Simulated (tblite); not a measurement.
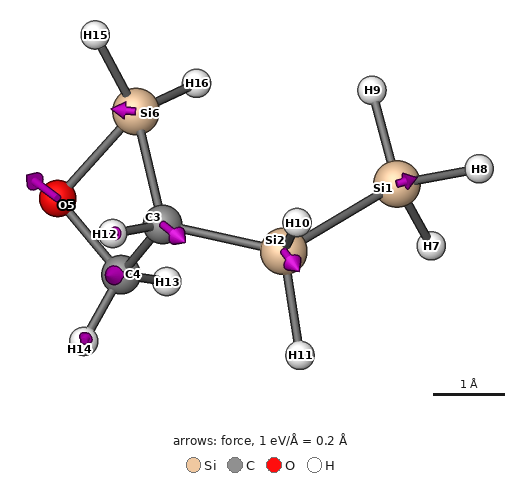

Starting geometry of C₂H₁₀OSi₃ with the computed forces as purple arrows. A ball-and-stick model, seen at a tilt.

Method: tblite, GFN2-xTB geometry optimisation, gas phase. 

> What follows when this structure is relaxed?

It isn't relaxed: the largest force vector, on O5, is 4.30 eV/Å. The final displacements have little in common with the starting forces (cosine between the two patterns 0.12). The atom that moves furthest after the best rigid fit is H16 (1.25 Å). By element the largest moves are H 1.25 Å, O 1.01 Å, Si 0.30 Å, C 0.28 Å. Some distances before and after: Si1–Si2 2.209 → 2.309 Å, Si2–C3 1.812 → 1.897 Å, C3–Si6 1.843 → 1.912 Å, O5–Si6 1.710 → 1.656 Å. Bond angles that change, for instance: C3–C4–O5 87.0° → 100.6°, C3–Si6–O5 68.6° → 79.1°, H13–C4–H14 115.3° → 108.7°. Groups turn about C4–O5 by about 35°, C3–C4 by about 35°, C3–Si6 by about 35°. Over 115 geometry steps the energy falls by 133.8 kJ/mol.
